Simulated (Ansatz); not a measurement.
## KTaSe3 (model cell, started as cubic perovskite with Ta in the octahedra): the cell at rest: relaxation

Ansatz 0.2.0; DFT LDA, scalar-relativistic, plane waves, PAW; PAW set soft_1.

The structure was built from a prototype and need not be the compound's stable phase.

It takes space group Pm-3m (No. 221, cubic). The conventional cell has a = 5.135 Å, b = 5.135 Å, c = 5.135 Å, α = 90.00°, β = 90.00°, γ = 90.00°. Nearest to K lie 12 Se at 3.63 Å. Nearest to Ta lie 6 Se at 2.57 Å. Nearest to Se lie 2 Ta at 2.57 Å and 4 K at 3.63 Å. Farther neighbours and most contacts between anions are not listed.

The steps of the relaxation:

```tsv
step	energy less that of the first step (eV)	largest force component (eV/Å)	pressure (GPa)	volume (Å³)
1	0.0000	0.0000	-5.26	135.42
2	-0.1494	0.0000	2.91	120.68
3	-0.1855	0.0000	-0.38	125.55
4	-0.1863	0.0000	-0.02	124.96
5*	-0.1854	0.0000	-0.02	124.96
```

Relaxation steps marked * repeat the geometry before them on a plane-wave basis chosen anew for their cell, so energy and pressure can jump there.

Forces are held to the 48 operations that the run works with; a distortion that breaks them can't arise in this run.

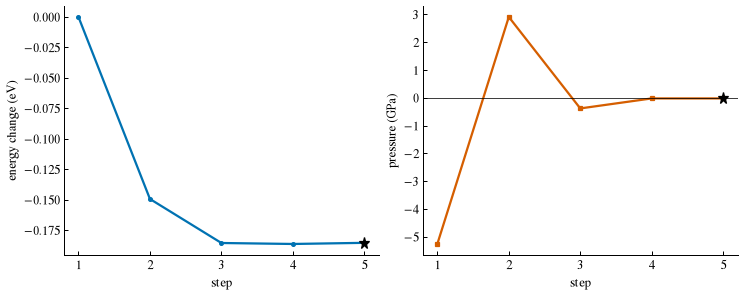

Energy and pressure along the relaxation. Stars mark steps on a basis chosen anew.

```tsv
conventional cell, symmetrised	before	after	change
a (Å)	5.135	4.999	-2.6 %
b (Å)	5.135	4.999	-2.6 %
c (Å)	5.135	4.999	-2.6 %
volume (Å³/atom)	27.08	24.99	-7.7 %
```

Final coordinates:

```xyz
5
Lattice="4.9995 0.0000 0.0000 0.0000 4.9995 0.0000 0.0000 0.0000 4.9995" Properties=species:S:1:pos:R:3 pbc="T T T"
K     0.0000    0.0000    0.0000
Ta    2.4997    2.4997    2.4997
Se    2.4997    2.4997    0.0000
Se    2.4997    0.0000    2.4997
Se    0.0000    2.4997    2.4997
```

This step gave:

```
pressure        : -0.02281 GPa
volume per atom : 24.99 Å³
```

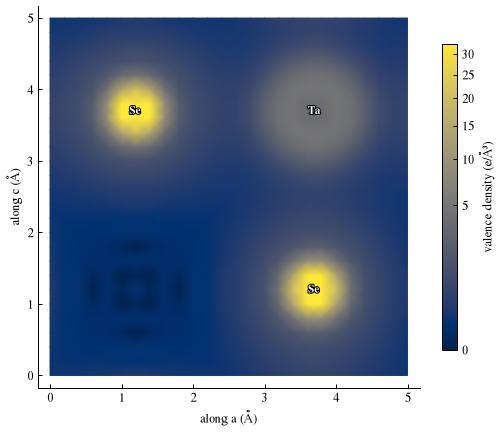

Valence density in the ac plane at fractional y = 0.500, with atoms of Ta and Se within 0.2 Å of it. It is the smooth field of the valence electrons, not physical close to the nuclei. The map starts off the cell's origin, so that atoms lie inside it. The colour scale is stretched toward low values.

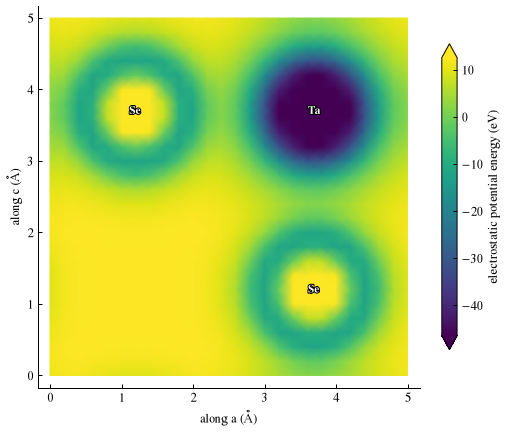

Electrostatic potential energy in the ac plane at fractional y = 0.500, with atoms of Ta and Se within 0.2 Å of it. With pseudopotentials it is smooth inside the atoms' cores, unlike the true potential. The map starts off the cell's origin, so that atoms lie inside it.

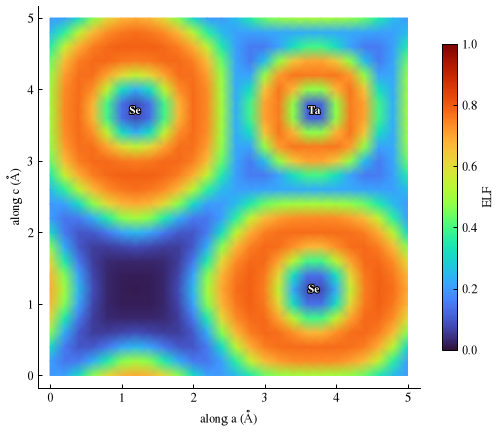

ELF in the ac plane at fractional y = 0.500, with atoms of Ta and Se within 0.2 Å of it. It is the smooth field of the valence electrons, not physical close to the nuclei. The map starts off the cell's origin, so that atoms lie inside it.

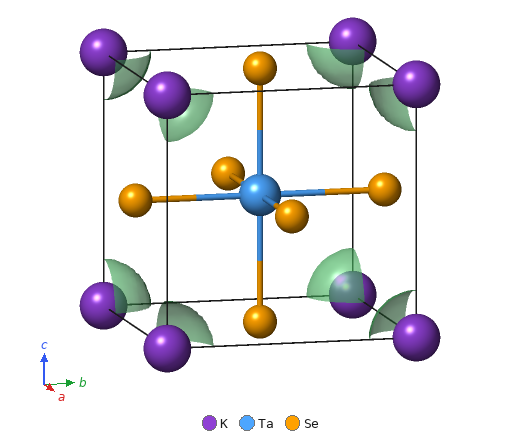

Surface of ELF = 0.8.

Q: Write an input that reproduces this.

The system, level and task follow from the heading and the kind of results. Meshes, cutoffs and thresholds can't be read from the results; these are the ones that the run used.

input.yaml reads:

```yaml
crystal:
  lattice:
    - [5.1352, 0.0, 0.0]
    - [0.0, 5.1352, 0.0]
    - [0.0, 0.0, 5.1352]
  atoms:
    - { symbol: K, position: [0.0, 0.0, 0.0] }
    - { symbol: Ta, position: [0.5, 0.5, 0.5] }
    - { symbol: Se, position: [0.5, 0.5, 0.0] }
    - { symbol: Se, position: [0.5, 0.0, 0.5] }
    - { symbol: Se, position: [0.0, 0.5, 0.5] }
kpoints:
  mp_grid: { grid: [8, 8, 8] }
hamiltonian:
  xc: lda
  pseudopotentials: { kind: paw, azcp: { folder: soft_1 }, xc_functional: pbe }
scf:
  occupations: { method: gaussian, width: 0.1 }
output:
  forces: true
  stress: true
  eigenvalues: true
  write_density: true
  write_potential: true
  elf: true
  volumetric_format: npy
relax:
  adjacent_minimum: "off"
  f_tol: 0.005
  max_steps: 80
  cell: { stress_tol: 0.05 }
```

The run is started by

```sh
$ ansatz run input.yaml --threads 4 --pin off --max-ram 16384MiB --backend cpu --events-out ev --progress --plain --runs-dir out
```

[Logs are printed without paths, hosts, clocks, repeated set-up lines and the standing remarks that a program may print on its own settings, such as how far it seeks lower states.]

[Hosts, paths, dates, database ids (printed as entryN), source tags and the programs' standing remarks are cut or masked in the printed files.]
